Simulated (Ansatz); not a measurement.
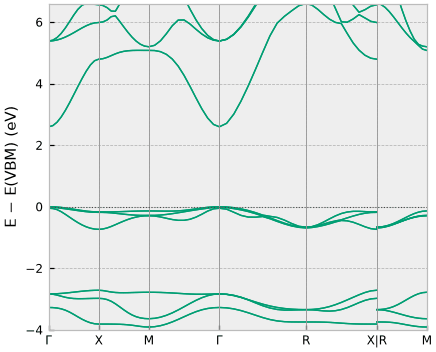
Figure. Band structure from DFT-r²SCAN with spin–orbit coupling in the program Ansatz with PAW potentials

**Question.** Read off the gap and where the band edges lie.

**Answer.** About 2.6 eV (2.60 eV by a search for the band edges); maximum at Γ, minimum at Γ.

The material is Na3BrO (anti-perovskite, Pm-3m).

The first step of the workflow began from a Materials Project structure, measured or hypothetical; the Crystallography Open Database copy checked does not list it. Whether it is the stable phase at ambient conditions was not checked. The cell was relaxed with r²SCAN under the symmetry of its start; its stability against distortions is not shown here.

Potentials: the later of the program's two PAW sets.
